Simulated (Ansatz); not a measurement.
# TlCd2Se2 (element-swapped structure): how the settings move a single-point run

Aim: see which settings change the result for TlCd2Se2 (element-swapped structure), by how much, and at what cost.

Method: reference: DFT PBE, plane waves, PAW, scalar-relativistic, no spin polarisation, in Ansatz 0.2.0.

1 further run of the same task is left out (set aside as unsound or not needed).

**1. The system as given**

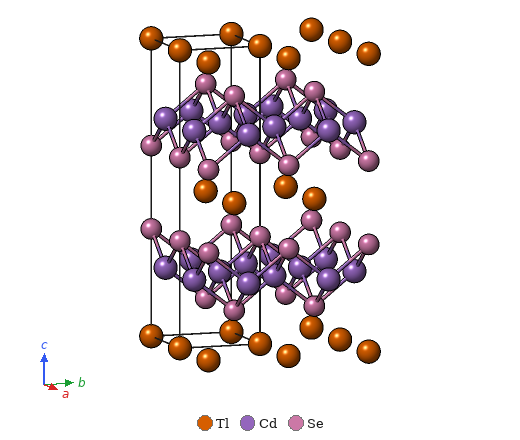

Start, viewed slightly off an axis; thallium orange, cadmium purple, selenium pink. 2×2×1 cells are drawn. Atoms on the faces are drawn again on the opposite ones. The cell drawn here is the conventional one.

Structure file:

```cif
data_structure
_symmetry_space_group_name_H-M 'I4/mmm'
_symmetry_Int_Tables_number 139
_cell_length_a 4.1821
_cell_length_b 4.1821
_cell_length_c 14.8138
_cell_angle_alpha 90.000
_cell_angle_beta 90.000
_cell_angle_gamma 90.000
_cell_volume 259.10
loop_
_atom_site_label
_atom_site_type_symbol
_atom_site_symmetry_multiplicity
_atom_site_Wyckoff_symbol
_atom_site_fract_x
_atom_site_fract_y
_atom_site_fract_z
_atom_site_occupancy
Tl1 Tl 2 a 0.00000 0.00000 0.00000 1
Cd1 Cd 4 d 0.50000 0.00000 0.75000 1
Se1 Se 4 e 0.50000 0.50000 0.86000 1
```

**2. Reference**

File input.yaml:

```yaml
crystal:
  lattice:
    - [0.0, 4.182141, 0.0]
    - [4.182141, 0.0, 0.0]
    - [2.091071, 2.091071, -7.406911]
  atoms:
    - { symbol: Tl, position: [0.0, 0.0, 0.0] }
    - { symbol: Cd, position: [0.75, 0.25, 0.5] }
    - { symbol: Cd, position: [0.25, 0.75, 0.5] }
    - { symbol: Se, position: [0.36, 0.36, 0.28] }
    - { symbol: Se, position: [0.64, 0.64, 0.72] }
  symmetry: { tolerance: 0.0003 }
kpoints:
  mp_grid: { grid: [5, 5, 5], shift: [0, 0, 0] }
magnetization:
  spin_polarized: false
scf:
  occupations: { method: gaussian, width: 0.0206 }
hamiltonian:
  pseudopotentials: { kind: paw }
  xc: pbe
basis:
  ecutwfc: 420
output:
  forces: true
  stress: true
  eigenvalues: true
```

Launch:

```
ansatz run input.yaml --threads 1 --pin off --max-ram 2560MiB --backend cpu --events-out ev --progress --plain --runs-dir out
```

Log (excerpt; [...] marks lines left out):

```text
Warning: RAYON_NUM_THREADS=1 ignored (pool sized by the plan → 1); use --threads N
[...]
Pseudopotentials: kind: paw
Pseudopotential: Tl, paw, valence charge 13, recommended cutoff 420 eV (normal), Tl.paw.azcp
Pseudopotential: Cd, paw, valence charge 20, recommended cutoff 420 eV (normal), Cd.paw.azcp
Pseudopotential: Se, paw, valence charge 16, recommended cutoff 420 eV (normal), Se.paw.azcp
Functional definition: PBE
[...]
Crystal: 5 atoms, lattice volume = 129.549 Å³
Basis set: ecut = 420 eV, 2525 PW (Γ), exchange–correlation on 60×60×108 points (8 copies of the dense FFT grid, shifted against one another)
Bands: 51, of which v1, the nominal top of the filled ones, is band 43 counted from 1 (42 counted from 0)
Symmetry: 16 space group operations
Space group: I4/mmm (ITA 139), of the structure as read, at distance tolerance 1.5e-3 Å
k-points: 18 of 125
[...]
SCF iter   1: F=—  HF=-38892.003007 eV  |F-HF|=—  |Δ(HF+E_count)|=         —  Δρ=1.96e-3  dr2=8.79e-3  ethr=1.77e-3  ⟨swp⟩=6.9  Hψ=3278  notcnv=0  defer=1
[...]
SCF iter   7: F=-38892.004099 eV  HF=-38892.004099 eV  |F-HF|=2.32e-8  |Δ(HF+E_count)|=   1.24e-7  Δρ=4.65e-6  dr2=3.71e-8  ethr=1.18e-10  ⟨swp⟩=5.8  Hψ=3759  notcnv=0
[...]
SCF converged after 7 iterations
Free energy (F): -38892.004099 eV
[...]
E sigma→0 (E₀):  -38892.003848 eV
Entropy (-TS):   -0.000502 eV (-0.100 meV/atom)
Fermi energy:    11.189030 eV
[...]
--- Forces (eV/Å), atoms counted from 1 ---
  atom   1  Tl     0.00000000     0.00000000     0.00000000
  atom   2  Cd    -0.00000000     0.00000000    -0.00000000
  atom   3  Cd     0.00000000    -0.00000000     0.00000000
  atom   4  Se    -0.00000005    -0.00000005     1.58957834
  atom   5  Se     0.00000005     0.00000005    -1.58957834
[...]
--- Stress (GPa, compression-positive) ---
        9.221734      -0.000000       0.000000
       -0.000000       9.221734       0.000000
        0.000000       0.000000       6.543852
  P = ⅓ Tr σ = 8.3291 GPa (83.291 kbar)
--- Band table (eV; the first three rows and the last of 18) ---
[...]
```

Wall time 13 s (1 thread of Arm Neoverse N1, shared host); peak memory 0.44 GiB.

**3. Changing settings: symmetry.detect false, mp_grid.grid [8, 8, 8], xc_grid 2, tolerance left out**

Edit input.yaml of step 2 so:

```diff
@@ -11,5 +11,5 @@
     - { symbol: Se, position: [0.64, 0.64, 0.72] }
-  symmetry: { tolerance: 0.0003 }
+  symmetry: { detect: false }
 kpoints:
-  mp_grid: { grid: [5, 5, 5], shift: [0, 0, 0] }
+  mp_grid: { grid: [8, 8, 8], shift: [0, 0, 0] }
 magnetization:
@@ -23,2 +23,3 @@
   ecutwfc: 420
+  xc_grid: 2
 output:
@@ -27 +28,5 @@
   eigenvalues: true
+  write_density: true
+  write_potential: true
+  elf: true
+  volumetric_format: npy
```

Launch:

```
ansatz run input.yaml --threads 1 --pin off --max-ram 2560MiB --backend cpu --events-out ev --progress --plain --runs-dir out
```

Log (excerpt; [...] marks lines left out):

```text
Warning: RAYON_NUM_THREADS=1 ignored (pool sized by the plan → 1); use --threads N
[...]
[... 5 set-up lines as earlier in the session ...]
[...]
Crystal: 5 atoms, lattice volume = 129.549 Å³
Basis set: ecut = 420 eV, 2525 PW (Γ), exchange–correlation on 60×60×108 points (8 copies of the dense FFT grid, shifted against one another)
Bands: 51, of which v1, the nominal top of the filled ones, is band 43 counted from 1 (42 counted from 0)
Symmetry: 1 space group operations
k-points: 260 of 512 (time reversal used)
[...]
SCF iter   1: F=—  HF=-38891.978709 eV  |F-HF|=—  |Δ(HF+E_count)|=         —  Δρ=1.47e-3  dr2=7.32e-3  ethr=1.77e-3  ⟨swp⟩=7.1  Hψ=48043  notcnv=0  defer=15
[...]
SCF iter   7: F=-38891.980265 eV  HF=-38891.980265 eV  |F-HF|=4.63e-8  |Δ(HF+E_count)|=   9.26e-8  Δρ=5.76e-6  dr2=4.58e-8  ethr=1.18e-10  ⟨swp⟩=12.0  Hψ=82252  notcnv=0
[...]
SCF converged after 7 iterations
Free energy (F): -38891.980265 eV
[...]
E sigma→0 (E₀):  -38891.980160 eV
Entropy (-TS):   -0.000209 eV (-0.042 meV/atom)
Fermi energy:    11.136378 eV
[...]
--- Forces (eV/Å), atoms counted from 1 ---
  atom   1  Tl    -0.00000001    -0.00000001     0.00000012
  atom   2  Cd     0.00000284    -0.00000278    -0.00000013
  atom   3  Cd    -0.00000279     0.00000276    -0.00000006
  atom   4  Se    -0.00000069    -0.00000069     1.64252788
  atom   5  Se     0.00000066     0.00000068    -1.64252784
[...]
--- Stress (GPa, compression-positive) ---
        9.430115       0.000000       0.000001
        0.000000       9.430114       0.000001
        0.000001       0.000001       7.294990
  P = ⅓ Tr σ = 8.7184 GPa (87.184 kbar)
--- Band table (eV; the first three rows and the last of 260) ---
[...]
```

Wall time 6.4 min (1 thread of Arm Neoverse N1, shared host); peak memory 1.2 GiB.

Changing the use of symmetry and k-point mesh moves the energy by +4.8 meV/atom, and the pressure goes from 8.3 to 8.7 GPa and the largest force goes from 1.59 to 1.64 eV/Å. Sampling errors of the energy have no fixed sign. Of the settings changed, the mesh is the one that moves energies this far.

**4. Variant: n_extra_bands 4**

Edit input.yaml of step 2 so:

```diff
@@ -18,2 +18,3 @@
   occupations: { method: gaussian, width: 0.0206 }
+  n_extra_bands: 4
 hamiltonian:
```

Launch:

```
ansatz run input.yaml --threads 1 --pin off --max-ram 2560MiB --backend cpu --events-out ev --progress --plain --runs-dir out
```

Log (excerpt; [...] marks lines left out):

```text
Warning: RAYON_NUM_THREADS=1 ignored (pool sized by the plan → 1); use --threads N
scf.n_extra_bands = 4 over 43 filled bands (N_el = 85.0): the run solves 47 bands
[...]
[... 5 set-up lines as earlier in the session ...]
[...]
Crystal: 5 atoms, lattice volume = 129.549 Å³
Basis set: ecut = 420 eV, 2525 PW (Γ), exchange–correlation on 60×60×108 points (8 copies of the dense FFT grid, shifted against one another)
Bands: 47, of which v1, the nominal top of the filled ones, is band 43 counted from 1 (42 counted from 0)
[... 2 set-up lines as earlier in the session ...]
[...]
SCF iter   7: F=-38892.004099 eV  HF=-38892.004099 eV  |F-HF|=2.87e-8  |Δ(HF+E_count)|=   1.03e-8  Δρ=4.34e-6  dr2=3.14e-8  ethr=1.18e-10  ⟨swp⟩=4.4  Hψ=3491  notcnv=0
[...]
SCF converged after 7 iterations
Free energy (F): -38892.004099 eV
[...]
E sigma→0 (E₀):  -38892.003848 eV
Entropy (-TS):   -0.000502 eV (-0.100 meV/atom)
Fermi energy:    11.189037 eV
[...]
--- Forces (eV/Å), atoms counted from 1 ---
  atom   1  Tl    -0.00000000     0.00000000     0.00000000
  atom   2  Cd    -0.00000000     0.00000000    -0.00000000
  atom   3  Cd     0.00000000    -0.00000000     0.00000000
  atom   4  Se    -0.00000005    -0.00000005     1.58957928
  atom   5  Se     0.00000005     0.00000005    -1.58957928
[...]
--- Stress (GPa, compression-positive) ---
        9.221742      -0.000000       0.000000
       -0.000000       9.221742       0.000000
        0.000000       0.000000       6.543867
  P = ⅓ Tr σ = 8.3291 GPa (83.291 kbar)
--- Band table (eV; the first three rows and the last of 18) ---
[...]
```

It took 12 s on 1 thread of Arm Neoverse N1, shared host; peak memory 0.44 GiB.

Energy and cycle count are those of the reference, so the change (band count) left the result and the number of cycles as they were.

**5. Changed: dispersion d4**

Edit input.yaml of step 2 so:

```diff
@@ -21,2 +21,3 @@
   xc: pbe
+  dispersion: d4
 basis:
@@ -27 +28,5 @@
   eigenvalues: true
+  write_density: true
+  write_potential: true
+  elf: true
+  volumetric_format: npy
```

Launch:

```
ansatz run input.yaml --threads 1 --pin off --max-ram 2560MiB --backend cpu --events-out ev --progress --plain --runs-dir out
```

Log (excerpt; [...] marks lines left out):

```text
Warning: RAYON_NUM_THREADS=1 ignored (pool sized by the plan → 1); use --threads N
[...]
[... 5 set-up lines as earlier in the session ...]
[...]
Crystal: 5 atoms, lattice volume = 129.549 Å³
Basis set: ecut = 420 eV, 2525 PW (Γ), exchange–correlation on 60×60×108 points (8 copies of the dense FFT grid, shifted against one another)
Bands: 51, of which v1, the nominal top of the filled ones, is band 43 counted from 1 (42 counted from 0)
[... 2 set-up lines as earlier in the session ...]
k-points: 18 of 125
[...]
SCF iter   1: F=—  HF=-38894.220918 eV  |F-HF|=—  |Δ(HF+E_count)|=         —  Δρ=1.96e-3  dr2=8.79e-3  ethr=1.77e-3  ⟨swp⟩=6.9  Hψ=3278  notcnv=0  defer=1
[...]
SCF iter   7: F=-38894.222010 eV  HF=-38894.222010 eV  |F-HF|=2.32e-8  |Δ(HF+E_count)|=   1.24e-7  Δρ=4.65e-6  dr2=3.71e-8  ethr=1.18e-10  ⟨swp⟩=10.5  Hψ=6091  notcnv=0
[...]
SCF converged after 7 iterations
Free energy (F): -38894.222010 eV
[...]
E sigma→0 (E₀):  -38894.221759 eV
Entropy (-TS):   -0.000502 eV (-0.100 meV/atom)
Fermi energy:    11.189030 eV
[...]
--- Forces (eV/Å), atoms counted from 1 ---
  atom   1  Tl    -0.00000000     0.00000000     0.00000000
  atom   2  Cd    -0.00000000    -0.00000000    -0.00000000
  atom   3  Cd     0.00000000     0.00000000     0.00000000
  atom   4  Se    -0.00000005    -0.00000005     1.52706464
  atom   5  Se     0.00000005     0.00000005    -1.52706464
[...]
--- Stress (GPa, compression-positive) ---
        6.722781      -0.000000       0.000000
       -0.000000       6.722781       0.000000
        0.000000       0.000000       4.128424
  P = ⅓ Tr σ = 5.8580 GPa (58.580 kbar)
--- Band table (eV; the first three rows and the last of 18) ---
[...]
```

It took 17 s on 1 thread of Arm Neoverse N1, shared host; peak memory 0.45 GiB.

The energy moves by -443.6 meV/atom, nearly all of it the dispersion term itself (-443.6 meV/atom); that offset belongs to the model and is no gain or loss of stability; the pressure goes from 8.3 to 5.9 GPa and the largest force goes from 1.59 to 1.53 eV/Å.

**6. Side by side**

| run | ending | energy change | pressure (GPa) | gap (eV) | force (eV/Å) | cycles | time |
| --- | --- | --- | --- | --- | --- | --- | --- |
| reference | converged | 0 | 8.3 | 0.00 | 1.59 | 7 | 13 s |
| 1: symmetry.detect false, mp_grid.grid [8, 8, 8], xc_grid 2, tolerance left out | converged | +4.8 meV/atom | 8.7 | 0.00 | 1.64 | 7 | 6.4 min |
| 2: n_extra_bands 4 | converged | 0.0 meV/atom | 8.3 | 0.00 | 1.59 | 7 | 12 s |
| 3: dispersion d4 | converged | -443.6 meV/atom (offset of the dispersion model) | 5.9 | 0.00 | 1.53 | 7 | 17 s |

Times don't compare one to one where runs were asked for different outputs or read a saved state (see the inputs); cycles may leave out searches for a lower state.

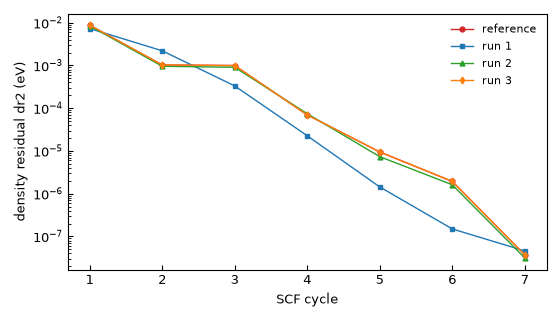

Residual by cycle in the longest SCF loop of each run; runs are numbered as in the table.

**Reading.** Of the converged runs whose energies compare with the reference's, «symmetry.detect false, mp_grid.grid [8, 8, 8], xc_grid 2, tolerance left out» moves the energy most (+4.8 meV/atom). The pressure spans 5.9 to 8.7 GPa over the reference and the converged variants.

The reference has limits of its own: it is run without spin, though an odd electron count or open d shells could carry moments; its mesh is coarse for a cell with so small a gap or none; the cell is far from equilibrium (8 GPa, forces up to 1.6 eV/Å), so its values aren't those of the relaxed material; the structure is made up and not relaxed.
